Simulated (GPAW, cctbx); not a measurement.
# Bonding in BaRu2N2 as X-rays see it

Aim: compute the bonding part of the density of BaRu2N2, find which reflections carry it, and see how it biases an ordinary refinement.

The start was made by putting kin elements into a known structure type; the compound need not exist, or be stable, in this form. All numbers below are calculated.

## 1. Find the equilibrium geometry

The density hangs on the geometry, so cell and atoms are relaxed first, with the symmetry held. The cutoff is set higher than for the density because stress converges slowly with plane waves.

Settings: GPAW 26.7.0, PBE, 900 eV, 4×4×4 k-points, Fermi–Dirac width 0.05 eV, BFGS to 0.03 eV/Å.

```text
cell
1.0
     0.000000000   -3.879000000    0.000000000
     3.879000000    0.000000000    0.000000000
    -1.939500000    1.939500000    5.815500000
Ba Ru N
1 2 2
Direct
0.000000000 0.000000000 0.000000000
0.250000000 0.750000000 0.500000000
0.750000000 0.250000000 0.500000000
0.347500000 0.347500000 0.695000000
0.652500000 0.652500000 0.305000000
```

```console
$ OMP_NUM_THREADS=1 mpirun -n 4 gpaw python run.py > gpaw.log
```

```text
BFGS:    0      -36.777460        2.259723
BFGS:    1      -37.032992        1.982704
BFGS:    2      -37.590057        0.339827
BFGS:    3      -37.595349        0.333935
...
BFGS:    8      -37.636218        0.050652
BFGS:    9      -37.636615        0.034947
BFGS:   10      -37.636871        0.020236
cell  3.6823 3.6823 6.2834  107.04 107.04 90.00
volume 77.538 A^3, largest force 0.021 eV/A, largest stress 0.05 GPa
```

After 10 steps the volume has changed by -11.4 % and the energy by -0.859 eV; the largest stress left is 0.05 GPa. It took 5.2 min on 4 cores of Arm Neoverse V1 (shared host), peak memory 1.6 GiB.

Relaxed structure: I4/mmm (no. 139), a = 3.6823 Å, b = 3.6823 Å, c = 11.4371 Å, α = 90.00°, β = 90.00°, γ = 90.00°.

| atom | mult. | x | y | z |
| --- | --- | --- | --- | --- |
| Ba1 | 2 | 0 | 0 | 0 |
| Ru1 | 4 | 1/2 | 0 | 1/4 |
| N1 | 4 | 0 | 0 | 0.3405 |

## 2. Density and charge transfer

X-rays see the whole electron density, so the PAW density is rebuilt with its core regions. Subtracting spherical free atoms from the same code cancels the cores and leaves the deformation density Δρ, the part due to bonding.

Settings: PBE, 550 eV, 5×5×5 k-points, Fermi–Dirac width 0.05 eV; primitive cell of 5 atoms.

```console
$ OMP_NUM_THREADS=1 mpirun -n 4 gpaw python run.py > gpaw.log
```

```text
|iter:   1|       0s |  -40.209733 | +0.31 |       |
|iter:   2|       2s |  -39.205079 | -1.35 | -1.04 |
|iter:   3|       4s |  -38.693032 | -0.56 | -1.11 |
...
|iter:   8|      13s |  -36.945884c| -5.05 | -3.12 |
|iter:   9|      15s |  -36.945897c| -6.55 | -3.80 |
|iter:  10|      16s |  -36.945897c| -7.61c| -4.32c|
```

```text
gpts.py:43: UserWarning: Initial realspace grid (20,20,35) inconsistent with symmetries.
gpts.py:43: UserWarning: Initial realspace grid (20,20,35) inconsistent with symmetries.
gpts.py:43: UserWarning: Initial realspace grid (20,20,35) inconsistent with symmetries.
gpts.py:43: UserWarning: Initial realspace grid (20,20,35) inconsistent with symmetries.
gpts.py:70: UserWarning: Using symmetrized grid: (35,35,35).
gpts.py:70: UserWarning: Using symmetrized grid: (35,35,35).
gpts.py:70: UserWarning: Using symmetrized grid: (35,35,35).
gpts.py:70: UserWarning: Using symmetrized grid: (35,35,35).
grid (70, 70, 70)  electrons 158.000  moved by bonding 1.012 e
deformation density beyond 0.5 A of the nuclei: max 0.290, min -0.202 e/A^3
atom        x       y       z   Voronoi charge  moment
Ba1    0.0000  0.0000  0.0000      0.199       0.00
Ru2    0.2500  0.7500  0.5000      0.224       0.00
Ru3    0.7500  0.2500  0.5000      0.224       0.00
N 4    0.3405  0.3405  0.6811     -0.323       0.00
N 5    0.6595  0.6595  0.3189     -0.323       0.00
mean inner potential of superposed free atoms 25.030 V
total magnetic moment 0.000 muB
```

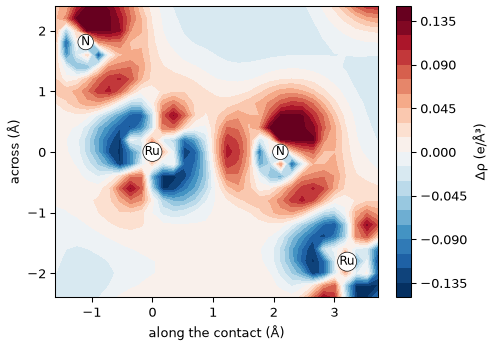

Deformation density in a plane through the shortest contact of the Ru atom at the origin; red gains electrons, blue loses them.

N gains most (-0.32 e) and Ru loses most (+0.22 e); N is the most electronegative element, but the order of the others doesn't follow electronegativity. Such charges fall far short of formal ones, since overlapping free atoms already put density on their neighbours. Along the shortest contact from the Ru atom at the map's origin, Ru–N at 2.11 Å, Δρ is +0.04 e/Å³ at the midpoint and highest, +0.12, 1.29 Å from Ru (points within 0.5 Å of a nucleus left out): little sits at the middle, as in a polar contact, whose build-up shifts to the more electronegative atom. At the midpoints of other shortest contacts it is +0.04 (Ru–Ru, 2.60 Å), -0.01 (Ba–N, 3.18 Å) and +0.04 (N–N, 3.33 Å) e/Å³. Point values carry grid noise of about 0.01 e/Å³. The run needed 10 iterations, 28 s.

## 3. From the density to structure factors

The Fourier components of Δρ, added to those of the free atoms, give the static X-ray structure factors; the Mott–Bethe relation turns them into the Fourier components V of the potential that fast electrons feel.

```text
static structure factors of the conventional cell: F in electrons, V (Mott-Bethe) in volts
   h  k  l      d  |F| table  |F| free   |F| DFT   change   |V| free  |V| DFT  change %
   0  0  2  5.7185    72.456    72.227    72.375    0.148     3.405    3.262     -4.2
   1  0  1  3.5051    84.775    84.884    84.442   -0.443     4.369    4.530      3.7
   0  0  4  2.8593   225.662   225.523   223.914   -1.609    10.714   11.102      3.6
   1  0  3  2.6486   109.417   109.344   109.956    0.612     6.303    6.176     -2.0
   1  1  0  2.6038    33.198    33.052    31.885   -1.167     0.591    0.825     39.6
   1  1  2  2.3697   218.269   218.140   217.581   -0.559     9.645    9.737      1.0
   1  0  5  1.9430    77.651    77.724    77.739    0.015     2.910    2.908     -0.1
   1  1  4  1.9252    55.241    55.078    54.805   -0.273     2.964    2.994      1.0
   0  0  6  1.9062    31.340    31.205    30.414   -0.791     0.625    0.710     13.6
   2  0  0  1.8412   219.520   219.524   219.403   -0.121     9.666    9.678      0.1
   2  0  2  1.7526    49.170    49.079    48.869   -0.210     2.421    2.440      0.8
   2  1  1  1.6300    69.679    69.727    69.582   -0.144     2.135    2.146      0.5
   2  0  4  1.5480   182.319   182.404   182.053   -0.351     6.194    6.219      0.4
   1  1  6  1.5381   200.926   201.032   200.461   -0.570     7.967    8.007      0.5
```

The largest X-ray change is -1.61 e on 004, 0.7 % of |F|. For electrons V goes as (Z − F)/g², so a change of F counts against Z − F, which is small at low angle and wherever the atoms' terms cancel: |V| of 110 moves by +39.6 % (0.59 to 0.82 V) against -3.5 % in |F|. The last three rows still change by up to 0.57 e; the table stops while the angles are still low. The tabulated Hartree–Fock atoms differ from the free DFT atoms by up to 0.23 e, so the choice of reference atom matters too.

## 4. How cheap can the run be?

Cutoff and k-mesh: one is changed at a time, to find what the result needs.

| run | ΔF 004 (e) | ΔF 110 (e) | ΔF 006 (e) | q(N) (e) | moved (e) | time |
| --- | --- | --- | --- | --- | --- | --- |
| 550 eV 5×5×5 | -1.609 | -1.167 | -0.791 | -0.323 | 1.012 | 28 s |
| 250 eV 5×5×5 | -1.257 | -0.575 | -0.291 | -0.229 | 1.372 | 14 s |
| 350 eV 5×5×5 | -1.482 | -0.967 | -0.617 | -0.293 | 1.136 | 17 s |
| 750 eV 5×5×5 | -1.623 | -1.188 | -0.809 | -0.326 | 1.020 | 39 s |
| 550 eV 2×2×2 | -1.561 | -1.130 | -0.775 | -0.320 | 1.008 | 15 s |
| 550 eV 4×4×4 | -1.616 | -1.126 | -0.833 | -0.319 | 1.011 | 26 s |

Within 0.03 e of the base on all three: 750 eV 5×5×5. The largest error, 0.592 e, comes with 250 eV 5×5×5. The moved charge is off by up to 36 % among these runs. Times are from shared hosts.

## 5. What a spherical-atom refinement makes of it

Routine crystallography fits spherical atoms. To see the bias, intensities are simulated from tabulated atoms plus the DFT change ΔF, so that bonding alone can misfit (5092 reflections of the full sphere, merged to the counts below, to 0.4 Å, 1.5 % proportional noise plus counting noise, assumed isotropic U as listed, Δρ smeared by the mean U) and refined with cctbx over different ranges.

```csv
range,data,R1,GooF,U Ba1 (true 0.0054),U Ru1 (true 0.006),U N1 (true 0.0104),largest shift (Å),"Δρ max, min (e/Å³)"
all data,423,0.0044,1.07,0.0054,0.0060,0.0104,0.0008,"0.72, -0.39"
"low resolution, d > 0.84",60,0.0044,1.33,0.0052,0.0058,0.0105,0.0034,"0.23, -0.24"
"high order, d < 0.75",346,0.0044,1.00,0.0054,0.0060,0.0104,0.0001,"0.53, -0.26"
"occupancies free, d > 0.7",96,0.0041,1.21,0.0054,0.0059,0.0110,0.0039,"0.25, -0.25"
```

With all data GooF is 1.07, diluted by the many high-angle data; the misfit shows at low resolution; the top residual peak lies 0.46 Å from N and 2.37 Å from Ru. No U is off by more than 3 s.u. at low resolution. With Ba1 held at 1 and the scale free, the other occupancies refine to Ru1 0.998(0.001) and N1 1.017(0.010), within three s.u. of full.

## 6. Answer

Bonding moves 1.01 e in the primitive cell of BaRu2N2 and changes the structure factors of the conventional cell in the table above by at most 1.61 e (004, 0.7 %), and among reflections above 2 % of the strongest by up to 3.5 % (110). The shortest bond, Ru–N, has Δρ = +0.04 e/Å³ at its midpoint, low for a shared bond; with the charge transfer this is a polar contact. Within 0.03 e of the base on all three: 750 eV 5×5×5. The largest error, 0.592 e, comes with 250 eV 5×5×5. The moved charge is off by up to 36 % among these runs. With all data GooF is 1.07, diluted by the many high-angle data. Limits: static density, frozen cores, no spin–orbit coupling.

[Outputs are excerpts: Python notices, other lines and further rows are left out; steps that failed or that the build refused (PBEsol, TPSS) are not shown.]

[Logs are printed without paths, hosts, clocks, repeated set-up lines and the standing remarks that a program may print on its own settings, such as how far it seeks lower states.]
